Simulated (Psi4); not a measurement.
**UCAM-B3LYP/6-311+G(d,p) run of CH5OSi (SMILES CO[SiH2])**

What is the vertical doublet–quartet gap of CH5OSi at UCAM-B3LYP/6-311+G**? 

Program for the calculation: Psi4 1.11.

3 further runs of the same task are left out: 3 set aside as unsound or not needed.

### Step 1. The system as given

CH5OSi: 8 atoms, total charge 0, spin state doublet. SMILES: `CO[SiH2]`. The shape is that of a PBE0-D4/def2-TZVP optimisation. This is one conformer, not always the lowest.

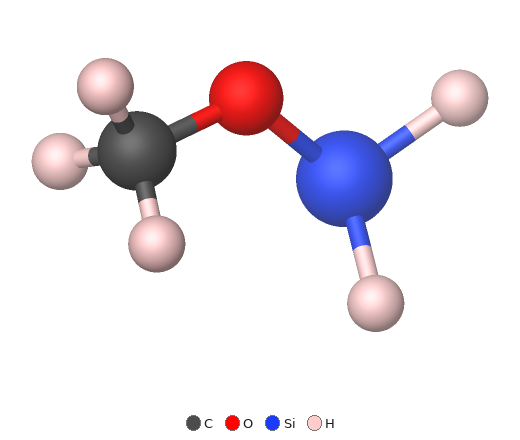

Viewed from a chosen angle; carbon dark grey, oxygen red, silicon blue, hydrogen pink.

### Step 2. Energy and gradient at UCAM-B3LYP/6-311+G(d,p)

input.json reads:

```json
{
  "schema_name": "qcschema_input",
  "schema_version": 1,
  "molecule": {
    "schema_name": "qcschema_molecule",
    "schema_version": 2,
    "symbols": ["C", "O", "Si", "H", "H", "H", "H", "H"],
    "geometry": [-0.51362756, 2.042416, 0.64382969, -0.36963043, 0.21637364, -1.2882263, -0.00642507, -2.82721926, -0.77081929, -0.21353905, 3.89869397, -0.20201172, 0.93276882, 1.73628036, 2.09495038, -2.37406293, 2.02257387, 1.54825261, 0.66291592, -3.95840931, -3.25713195, 2.05583305, -3.23861263, 1.12589883],
    "molecular_charge": 0,
    "molecular_multiplicity": 2,
    "fix_symmetry": "c1"
  },
  "driver": "gradient",
  "model": {
    "method": "cam-b3lyp",
    "basis": "6-311+G**"
  },
  "keywords": {
    "reference": "uks",
    "puream": true,
    "e_convergence": 1e-09,
    "d_convergence": 1e-08,
    "scf_type": "pk",
    "dft_radial_points": 99,
    "dft_spherical_points": 590,
    "maxiter": 200
  }
}
```

Command:

```bash
psi4 --qcschema input.json -n 1 --memory 1600MB
```

stdout:

```text
[...]
  Running in c1 symmetry.
[...]
  Nuclear repulsion =  109.472985498490573
[...]
  Multiplicity = 2
[...]
  Nalpha       = 17
  Nbeta        = 16
[...]
    Number of basis functions: 104
[...]
   @UKS iter   1:  -405.60060650288204   -4.54421e-01   6.78825e-03 DIIS/ADIIS
[...]
   @UKS iter  12:  -405.79337860536265   -1.82467e-11   9.08417e-09 DIIS
[...]
   @S^2 Observed:                7.516292827E-01
[...]
    Orbital Energies [Eh]
    ---------------------
    Alpha Occupied:
       1A    -66.193170     2A    -19.206207     3A    -10.299646
       4A     -5.367565     5A     -3.729032     6A     -3.726124
       7A     -3.723835     8A     -1.112753     9A     -0.778718
      10A     -0.622936    11A     -0.538073    12A     -0.532828
      13A     -0.515235    14A     -0.422968    15A     -0.399262
      16A     -0.379648    17A     -0.259911
    Alpha Virtual:
      18A      0.026326    19A      0.034747    20A      0.050128
      21A      0.061706    22A      0.062812    23A      0.083252
      24A      0.088174    25A      0.099922    26A      0.124058
[...]
  @UKS Final Energy:  -405.79337860536265
   => Energetics <=
    Nuclear Repulsion Energy =            109.4729854984905728
    One-Electron Energy =                -776.4181545689614268
    Two-Electron Energy =                 288.5746260992639236
    DFT Exchange-Correlation Energy =     -27.4228356341556676
    Empirical Dispersion Energy =           0.0000000000000000
    VV10 Nonlocal Energy =                  0.0000000000000000
    Total Energy =                       -405.7933786053626477
[...]
 Multipole Moments:
 ------------------------------------------------------------------------------------
     Multipole            Electronic (a.u.)      Nuclear  (a.u.)        Total (a.u.)
 ------------------------------------------------------------------------------------
 L = 1.  Multiply by 2.5417464519 to convert [e a0] to [Debye]
 Dipole X            :         -1.0011133            0.9840238           -0.0170895
 Dipole Y            :         -2.0780894            2.2678168            0.1897274
 Dipole Z            :         -1.4925054            1.9920080            0.4995027
 Magnitude           :                                                    0.5345947
[...]
  -Total Gradient:
     Atom            X                  Y                   Z
    ------   -----------------  -----------------  -----------------
       1        0.000503562953    -0.005483568138    -0.002521273160
       2        0.000160221105    -0.004000096859     0.001288259616
       3       -0.002139429341     0.009750984087     0.001536441013
       4        0.000159292758     0.000674533869    -0.000329179382
       5        0.000081283500     0.000012909358     0.000430090413
       6       -0.000229630038     0.000072269228     0.000381222607
       7        0.000503535837    -0.000408036126    -0.001579854206
       8        0.000942950837    -0.000627432588     0.000788610363
[...]
```

The result, in JSON:

```text
{
 "driver": "gradient",
 "model": {
  "method": "cam-b3lyp",
  "basis": "6-311+G**"
 },
 "success": true,
 "return_result": [0.0005035629534165477, -0.005483568137795398, -0.0025212731597444357, 0.0001602211052187004, -0.004000096859047633, 0.0012882596157969828, -0.002139429340809948, 0.009750984087084025, 0.001536441013205908, 0.0001592927584683282, 0.0006745338691254432, -0.0003291793823121947, 8.128350000657925e-05, 1.2909357611841366e-05, 0.00043009041321670494, -0.00022963003833503803, 7.226922822605198e-05, 0.0003812226070766672, 0.0005035358367666797, -0.00040803612640617076, -0.0015798542063913817, 0.0009429508372921225, -0.0006274325879228916, 0.0007886103633585745],
 "properties": {
  "calcinfo_nbasis": 104,
  "calcinfo_nmo": 104,
  "calcinfo_nalpha": 17,
  "calcinfo_nbeta": 16,
  "calcinfo_natom": 8,
  "nuclear_repulsion_energy": 109.47298549849057,
  "return_energy": -405.79337860536265,
  "return_gradient": [0.0005035629534165477, -0.005483568137795398, -0.0025212731597444357, 0.0001602211052187004, -0.004000096859047633, 0.0012882596157969828, -0.002139429340809948, 0.009750984087084025, 0.001536441013205908, 0.0001592927584683282, 0.0006745338691254432, -0.0003291793823121947, 8.128350000657925e-05, 1.2909357611841366e-05, 0.00043009041321670494, -0.00022963003833503803, 7.226922822605198e-05, 0.0003812226070766672, 0.0005035358367666797, -0.00040803612640617076, -0.0015798542063913817, 0.0009429508372921225, -0.0006274325879228916, 0.0007886103633585745],
  "scf_one_electron_energy": -776.4181545689614,
  "scf_two_electron_energy": 288.5746260992639,
  "scf_xc_energy": -27.422835634155668,
  "scf_dipole_moment": [-0.01708950503993867, 0.18972742336938309, 0.4995026625359382],
  "scf_total_energy": -405.79337860536265,
  "scf_total_gradient": [0.0005035629534165477, -0.005483568137795398, -0.0025212731597444357, 0.0001602211052187004, -0.004000096859047633, 0.0012882596157969828, -0.002139429340809948, 0.009750984087084025, 0.001536441013205908, 0.0001592927584683282, 0.0006745338691254432, -0.0003291793823121947, 8.128350000657925e-05, 1.2909357611841366e-05, 0.00043009041321670494, -0.00022963003833503803, 7.226922822605198e-05, 0.0003812226070766672, 0.0005035358367666797, -0.00040803612640617076, -0.0015798542063913817, 0.0009429508372921225, -0.0006274325879228916, 0.0007886103633585745],
  "scf_iterations": 12
 }
}
```

Run time: 70 s. Hardware: 1 thread of Intel Xeon Platinum 8375C at 2.90GHz (Ice Lake), shared host; peak memory 0.79 GiB.

### Step 3. The quartet: a single-point energy at UCAM-B3LYP/6-311+G(d,p)

input.in reads:

```
memory 1.6 GB

molecule system {
  0 4
  C     -0.271800     1.080800     0.340700
  O     -0.195600     0.114500    -0.681700
  Si    -0.003400    -1.496100    -0.407900
  H     -0.113000     2.063100    -0.106900
  H      0.493600     0.918800     1.108600
  H     -1.256300     1.070300     0.819300
  H      0.350800    -2.094700    -1.723600
  H      1.087900    -1.713800     0.595800
  symmetry c1
}

set globals {
  reference            uks
  puream               true
  e_convergence        1e-09
  d_convergence        1e-08
  scf_type             pk
  dft_radial_points    99
  dft_spherical_points 590
  maxiter              200
}

energy("cam-b3lyp/6-311+G**")
```

Command:

```bash
psi4 -n 1 input.in input.out
```

input.out:

```text
[...]
  Running in c1 symmetry.
[...]
  Nuclear repulsion =  109.472985545356423
[...]
  Multiplicity = 4
[...]
  Nalpha       = 18
  Nbeta        = 15
[...]
    Number of basis functions: 104
[...]
   @UKS iter   1:  -405.15683169590903   -1.06460e-02   8.31916e-03 DIIS/ADIIS
[...]
   @UKS iter  26:  -405.52668415162873   -2.31921e-11   6.97034e-09 DIIS
[...]
   @S^2 Observed:                3.757030112E+00
[...]
    Orbital Energies [Eh]
    ---------------------
    Alpha Occupied:
       1A    -66.204452     2A    -19.351327     3A    -10.353344
       4A     -5.379596     5A     -3.741349     6A     -3.738610
       7A     -3.735643     8A     -1.237397     9A     -0.851138
      10A     -0.694950    11A     -0.639442    12A     -0.610659
      13A     -0.562114    14A     -0.499178    15A     -0.480626
      16A     -0.434921    17A     -0.281118    18A     -0.111986
    Alpha Virtual:
      19A      0.016860    20A      0.042597    21A      0.045638
      22A      0.049353    23A      0.070809    24A      0.076663
      25A      0.086079    26A      0.104221    27A      0.110953
[...]
  @UKS Final Energy:  -405.52668415162873
   => Energetics <=
    Nuclear Repulsion Energy =            109.4729855453564227
    One-Electron Energy =                -774.6250002248477813
    Two-Electron Energy =                 286.9569434279899269
    DFT Exchange-Correlation Energy =     -27.3316129001273325
    Empirical Dispersion Energy =           0.0000000000000000
    VV10 Nonlocal Energy =                  0.0000000000000000
    Total Energy =                       -405.5266841516287286
[...]
 Multipole Moments:
 ------------------------------------------------------------------------------------
     Multipole            Electronic (a.u.)      Nuclear  (a.u.)        Total (a.u.)
 ------------------------------------------------------------------------------------
 L = 1.  Multiply by 2.5417464519 to convert [e a0] to [Debye]
 Dipole X            :         -1.0043216            0.9840238           -0.0202978
 Dipole Y            :         -0.9644136            2.2678168            1.3034032
 Dipole Z            :         -1.2296563            1.9920080            0.7623518
 Magnitude           :                                                    1.5101166
[...]
```

Wall time 1.9 min (1 thread of Intel Xeon Platinum 8375C at 2.90GHz (Ice Lake), shared host); peak memory 0.79 GiB.

### Step 4. Results

Level: UCAM-B3LYP/6-311+G**.

| quantity | value |
| --- | --- |
| doublet: total energy | -405.79338 Eh |
| doublet: dipole moment | 1.36 D |
| doublet: HOMO energy (highest over α and β) | -7.07 eV |
| doublet: LUMO energy (lowest over α and β) | -1.37 eV |
| doublet: ⟨S²⟩ | 0.752 |
| doublet: largest force on an atom | 0.519 eV/Å |
| quartet: total energy | -405.52668 Eh |
| quartet: dipole moment | 3.84 D |
| quartet: HOMO energy (highest over α and β) | -3.05 eV |
| quartet: ⟨S²⟩ | 3.757 |
| vertical energy of the quartet above the doublet | 7.257 eV |

**Reading.** At this shape the quartet lies 7.26 eV (167 kcal/mol) above the doublet. The largest force (doublet) is 0.52 eV/Å: the shape isn't a stationary point for this species at this level.
